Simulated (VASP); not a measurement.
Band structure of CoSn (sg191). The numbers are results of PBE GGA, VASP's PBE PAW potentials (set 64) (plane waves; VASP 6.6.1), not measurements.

Unless said otherwise, spin-orbit coupling is left out, though it shifts the bands of the heavy elements here.

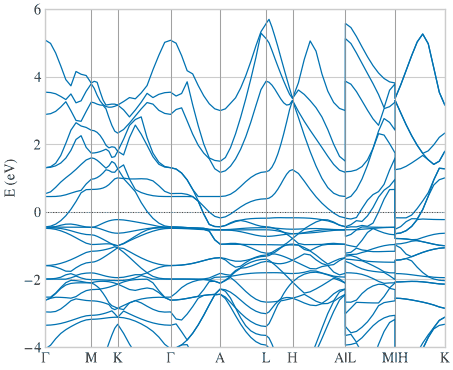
Fig. 1. Bands along high-symmetry lines, zero at the valence-band maximum or, without a gap, the Fermi level

Task: Read the plot: is there a gap, and where are the band edges?

Result: It has no gap at this level: it comes out as a metal or semimetal. (Edges off the drawn lines would not show.)

The compound is CoSn in the sg191 structure. It was relaxed first. The run is not spin-polarised, so no magnetic state was tried. The electron count is odd and the run is not spin-polarised, which forces a metal.
